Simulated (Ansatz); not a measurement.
H4InNS (SMILES [NH2][InH][SH])

The calculation's input:

```
crystal:
  periodic: [false, false, false]
  atoms:
    - { symbol: "N", position_ang: [0.99766, -0.40404, -0.7775] }
    - { symbol: In, position_ang: [-0.64901, 0.63974, -0.12902] }
    - { symbol: S, position_ang: [-1.0789, 0.10902, 2.17472] }
    - { symbol: H, position_ang: [1.4372, -0.91967, -0.02033] }
    - { symbol: H, position_ang: [1.72479, 0.16575, -1.1959] }
    - { symbol: H, position_ang: [-1.47857, 1.83828, -1.05536] }
    - { symbol: H, position_ang: [0.09693, -0.50735, 2.1863] }
basis:
  gaussian: { orbitals: def2-SVP }
hamiltonian:
  xc: hf
relax:
  f_tol: 0.015
  max_steps: 40
output:
  orbitals: {}
```

Launched as:

```sh
ansatz run input.yaml --threads 1 --pin off --max-ram 2048MiB --backend cpu --events-out ev --progress --plain --runs-dir out
```

The fields are those of the relaxed geometry.

Core potentials replace the inner electrons of In.

The calculation used RHF/def2-SVP in Ansatz 0.2.0.

### What can the converged electron density and electron localisation function tell about the bonding?

In–N (2.01 Å): the density is about 0.73 e/Å³ at the midpoint; the ELF peaks at about 0.85 in the valence shell of N, 0.6 Å from its nucleus, and drops to about 0.15 between the two atoms.
In–S (2.43 Å): the density is about 0.5 e/Å³ at the midpoint; the ELF peaks at about 0.90 in the valence shell of S, 0.9 Å from its nucleus, and drops to about 0.15 between the two atoms.
N–H (1.00 Å): ρ at the midpoint is about 2.8 e/Å³; the ELF climbs to about 1 towards the hydrogen, as it does in any bond to H (an ordinary covalent bond to hydrogen).
S–H (1.34 Å): the density is about 1.4 e/Å³ at the midpoint; the ELF climbs to about 1 towards the hydrogen.

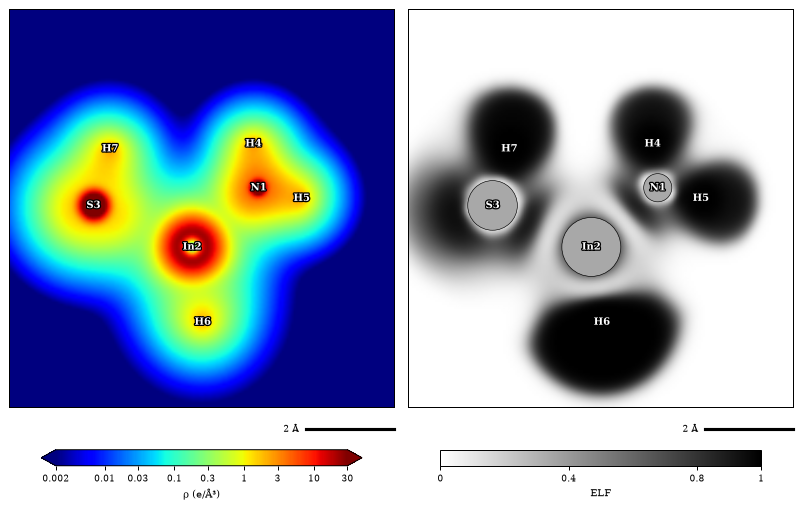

Computed electron density and electron localisation function on the molecular plane, in this order. Grey discs cover the atomic cores in the ELF map. 
